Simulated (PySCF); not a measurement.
# CoCl₂⁺: quintet, from a PBE0 minimum start

The task is one start of a wider search on CoCl₂⁺: the quintet, from a PBE0 minimum start. It is relaxed, tested by its Hessian and followed downhill if it is a saddle.

Method: PBE0, basis Co def2-SVP, Cl def2-SVP, no relativity, density fitting; program: PySCF 2.14.0.

## 1. The system as given

3 atoms, charge 1, spin multiplicity 5.

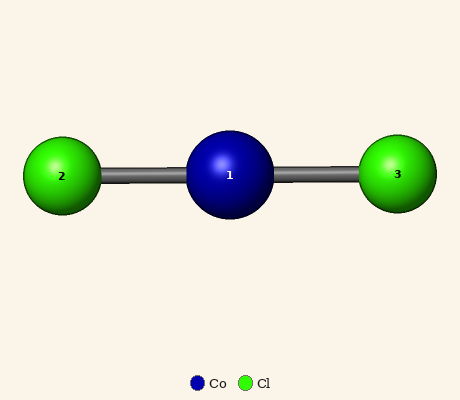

Start geometry, drawn with cobalt blue, chlorine green; atoms are numbered from 1 in the order of the file.

```xyz
3
charge 1 multiplicity 5
Co    0.0000    0.0000    0.0000
Cl    0.0000    0.0000    2.0605
Cl    0.0000    0.0000   -2.0605
```

## 2. The SCF at the typed geometry

The steps below are one call of a driver around PySCF. For each, scf.py gives the equivalent set-up of the SCF; relaxations use the driver's own optimiser. After this first run the driver tries any further starts and a stability analysis.

Contents of scf.py:

```python
from pyscf import gto, scf, dft
mol = gto.M(atom='''
Co     0.000000     0.000000     0.000000
Cl    -0.000000     0.000000     2.060478
Cl     0.000000     0.000000    -2.060478''',
    basis={'Co': 'def2-SVP', 'Cl': 'def2-SVP'},
    charge=1, spin=4)
mf = dft.UKS(mol, xc='PBE0')
mf.grids.atom_grid = (50, 194)
aux = {'Co': 'def2-universal-JKFIT', 'Cl': 'def2-universal-JKFIT'}
mf = mf.density_fit(auxbasis=aux)
mf.conv_tol = 1e-08
mf.diis_space = 10
mf.max_cycle = 60
mf.init_guess = 'minao'
mf.verbose = 4
mf.kernel()
```

The run is started by

```
OMP_NUM_THREADS=2 python axn.py task.json out
```

Standard output, cut to the lines that bear on the results:

```text
[... the frontier levels of the middle cycles are left out ...]
init E= -2301.31490585999
[... the frontier-level lines of each cycle are left out ...]
cycle= 1 E= -2288.64152350513  delta_E= 12.7  |g|=  3.4  |ddm|= 9.02
cycle= 2 E= -2271.79107341394  delta_E= 16.9  |g|=  4.8  |ddm|=    9
cycle= 3 E= -2296.36056031962  delta_E= -24.6  |g|= 3.22  |ddm|= 6.98
cycle= 4 E= -2298.11304996245  delta_E= -1.75  |g|= 2.75  |ddm|= 1.23
cycle= 5 E= -2297.40031944975  delta_E= 0.713  |g|= 3.01  |ddm|= 0.632
cycle= 6 E= -2297.6153129289  delta_E= -0.215  |g|= 2.95  |ddm|= 0.169
cycle= 7 E= -2297.66703845253  delta_E= -0.0517  |g|= 2.93  |ddm|= 0.0924
cycle= 8 E= -2297.67667847079  delta_E= -0.00964  |g|= 2.93  |ddm|= 0.065
cycle= 9 E= -2297.79346295283  delta_E= -0.117  |g|=  2.9  |ddm|= 0.175
cycle= 10 E= -2297.63049120916  delta_E= 0.163  |g|= 2.96  |ddm|= 0.261
cycle= 11 E= -2297.63753751548  delta_E= -0.00705  |g|= 2.95  |ddm|= 0.00574
cycle= 12 E= -2291.12258423604  delta_E= 6.51  |g|=  3.6  |ddm|= 4.69
cycle= 13 E= -2299.59255808684  delta_E= -8.47  |g|= 2.33  |ddm|= 4.48
cycle= 14 E= -2299.39582750234  delta_E= 0.197  |g|= 2.43  |ddm|= 0.196
[... 7 cycles left out ...]
cycle= 22 E= -2301.86944688354  delta_E= -0.00781  |g|= 0.0282  |ddm|= 0.197
cycle= 23 E= -2301.87375462434  delta_E= -0.00431  |g|= 0.0198  |ddm|= 0.168
cycle= 24 E= -2301.87611849373  delta_E= -0.00236  |g|= 0.00931  |ddm|= 0.165
cycle= 25 E= -2301.87662307776  delta_E= -0.000505  |g|= 0.00813  |ddm|= 0.057
cycle= 26 E= -2301.87686302075  delta_E= -0.00024  |g|= 0.00668  |ddm|= 0.0348
cycle= 27 E= -2301.87712775439  delta_E= -0.000265  |g|= 0.00407  |ddm|= 0.0437
cycle= 28 E= -2301.87761674569  delta_E= -0.000489  |g|= 0.00285  |ddm|= 0.117
cycle= 29 E= -2301.87775773639  delta_E= -0.000141  |g|= 0.00224  |ddm|= 0.0747
cycle= 30 E= -2301.87778546746  delta_E= -2.77e-05  |g|= 0.00123  |ddm|= 0.0324
cycle= 31 E= -2301.87779127858  delta_E= -5.81e-06  |g|= 0.000753  |ddm|= 0.0214
cycle= 32 E= -2301.87779173269  delta_E= -4.54e-07  |g|= 0.000297  |ddm|= 0.00264
cycle= 33 E= -2301.8777917944  delta_E= -6.17e-08  |g|= 5.39e-05  |ddm|= 0.0006
cycle= 34 E= -2301.87779180533  delta_E= -1.09e-08  |g|= 4.91e-05  |ddm|= 0.000694
cycle= 35 E= -2301.87779180819  delta_E= -2.86e-09  |g|= 2.25e-05  |ddm|= 7.74e-05
Extra cycle  E= -2301.87779181096  delta_E= -2.77e-09  |g|= 2.73e-05  |ddm|= 8.52e-05
converged SCF energy = -2301.87779181096  <S^2> = 6.0107177  2S+1 = 5.0042853
```

This step, with its further starts and checks, ran for 24 s (2 threads of AMD EPYC 7R43 (Zen 3), shared host).

Energies from each starting density:

| start | energy (Eh) |
| --- | --- |
| the minimal-basis guess | -2301.877792 |
| a thermally smeared density | -2301.877778 |
| a smeared PBE density | -2301.877778 |

The first run landed in a state that is too high. Following the other starts and the instabilities gains 0.2 kJ/mol (-2301.87789 Eh), and the work goes on from there.

## 3. Relaxation: PBE0 minimum start, quintet

The program finds D∞h symmetry in the start, which this walk keeps.

scf.py, as its differences from that of step 2:

```diff
@@ -4 +4 @@
-Cl    -0.000000     0.000000     2.060478
+Cl     0.000000     0.000000     2.060478
@@ -15 +14,0 @@
-mf.init_guess = 'minao'
```

The optimiser's trace:

| step | energy (Eh) | change (kJ/mol) | largest symmetric gradient (Eh/bohr) |
| --- | --- | --- | --- |
| 0 | -2301.877886 | 0.00 | 0.00000 |

The walk took 1.6 s.

Geometry (Å) and forces (eV/Å) at some steps:

```
step 0
Co   0.000   0.000   0.000   0.000   0.000   0.000
Cl   0.000   0.000   2.060   0.000   0.000   0.000
Cl   0.000   0.000  -2.060   0.000   0.000   0.000
```

After 0 steps and 0.0 kJ/mol it ends at D∞h: Co–Cl 2.060 Å (×2); Cl–Co–Cl 180.0°.

## 4. Hessian and properties

The point is checked on the finer grid, and tightened if its gradient asks for it. The Hessian and the dipole derivatives come from central differences of analytic gradients, with steps of 0.02 bohr.

scf.py, as its differences from that of step 3:

```diff
@@ -9 +9 @@
-mf.grids.atom_grid = (50, 194)
+mf.grids.atom_grid = (75, 302)
@@ -12 +12 @@
-mf.conv_tol = 1e-08
+mf.conv_tol = 1e-10
```

The driver hands on the density of the step before, so the log starts near convergence.

Log of the central SCF (cycles and frontier levels):

```text
init E= -2301.8778909803
[... the frontier-level lines of each cycle are left out ...]
cycle= 1 E= -2301.87789098026  delta_E= 4.27e-11  |g|= 9.18e-06  |ddm|= 7.39e-06
Extra cycle  E= -2301.87789097961  delta_E= 6.5e-10  |g|= 4.21e-05  |ddm|= 3.32e-05
converged SCF energy = -2301.87789097961  <S^2> = 6.0107137  2S+1 = 5.0042837
```

The whole step took 21 s.

Geometry: D∞h; Co–Cl 2.060 Å (×2); Cl–Co–Cl 180.0°.

Harmonic modes (main isotopes):

| ω (cm⁻¹) | IR (km/mol) |
| --- | --- |
| 44 | 13.7 |
| 44 | 13.7 |
| 380 | 0.0 |
| 559 | 42.4 |

All wavenumbers are real: a minimum.

The SCF density has lower symmetry than the nuclear frame, so the modes carry no labels; pairs that should be degenerate can split.

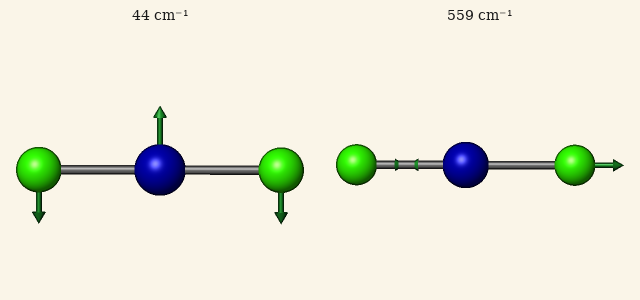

How the atoms move in 2 of the modes.

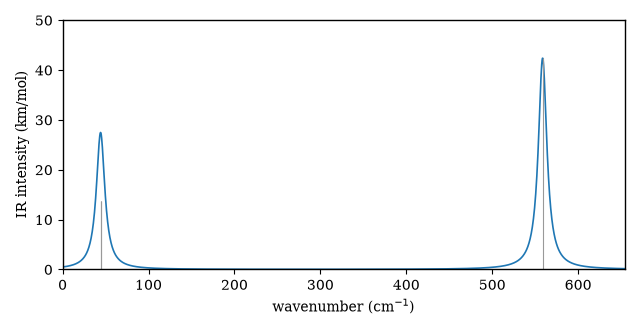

The harmonic infrared spectrum (widths in cm⁻¹). Lines are broadened to a width of 12 cm⁻¹ (Lorentzian).

Properties at this point:

| Property | Result |
| --- | --- |
| Dipole moment about the centre of mass | 0.00 D |
| Highest occupied level | -15.41 eV |
| Lowest empty level | -12.20 eV |
| Rotational constants | 0.05677 cm⁻¹ |
| Zero-point energy | 6.1 kJ/mol |
| Principal polarisabilities | 19.7, 19.7, 110.2 bohr³ |
| Principal traceless quadrupole moments about the centre of mass | -2.21, -2.21, 4.43 D Å |
| Entropy at 298.15 K and 1 bar (electronic part: spin only) | 302.5 J/(mol K) |
| Heat capacity Cp at 298.15 K | 56.7 J/(mol K) |
| Enthalpy at 298.15 K above 0 K | 14.47 kJ/mol |
| Rotational symmetry number | 2 |
| Spin squared ⟨S²⟩ | 6.011 |

Charges (e) and bond orders:

| atom | Mulliken | Löwdin | polar tensor | spin (Mulliken) | Mayer order to Co1 |
| --- | --- | --- | --- | --- | --- |
| Co1 | 0.89 | 0.60 | 1.30 | 2.95 | – |
| Cl2,3 | 0.05 | 0.20 | -0.15 | 0.53 | 1.42 |

Outer orbital energies (eV). α occupied: -20.84, -19.56, -17.09, -17.01, -16.55, -16.55, -15.94, -15.94; empty: -6.77, -5.19, -5.19, -2.39. β occupied: -28.95, -18.51, -17.69, -16.88, -16.88, -16.62, -15.41, -15.41; empty: -12.20, -12.20, -11.60, -10.65.

Mulliken populations on Co1: s 6.43, p 12.51, d 7.17, f 0.00.

## 5. Outcome

| quantity | value |
| --- | --- |
| minimum | quintet, D∞h |
| geometry | Co–Cl 2.060 Å (×2); Cl–Co–Cl 180.0° |
| wavenumbers (cm⁻¹) | 44, 44, 380, 559 |
| dipole moment (centre of mass) | 0.00 D |
| highest occupied, lowest empty level (either spin) | -15.41, -12.20 eV |
| polar-tensor charge of Co1 | +1.30 e |
| zero-point energy | 6.1 kJ/mol |
| entropy at 298.15 K | 302.5 J/(mol K) |
| ⟨S²⟩ | 6.011 |

**Reading.** The molecule stays D∞h, as typed, and the end point is a minimum. The strongest infrared band lies at 559 cm⁻¹ (stretch). Most of the spin sits on Co1 (Mulliken spin 2.95, against 4 for the whole molecule). Only this shape and spin were tried, so other structures or states may lie lower. The SCF density has lower symmetry than the nuclear frame. One determinant may miss the lowest occupation of an open d or f shell.

The search up to here took 46 s.
